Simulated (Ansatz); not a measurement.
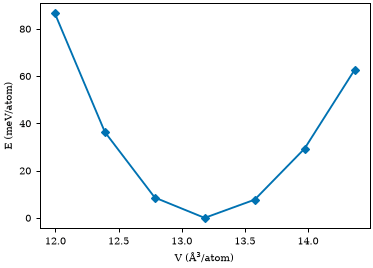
*AlRu (CsCl type, space group No. 221) under volume change, plane-wave PAW PBEsol (Ansatz code), scaled uniformly.*

**Question.** What does a third-order Birch–Murnaghan fit give for V₀, B₀ and B′?

**Answer.** V₀ = 13.18 Å³/atom, B₀ = 219 GPa, B′ = 4.4.

Space group Pm-3m (CsCl type). The cell was relaxed with PBEsol under the symmetry of its start; phonons on a q-mesh show no instability. No spin polarisation was allowed.

Potentials: the later of the program's two PAW sets.
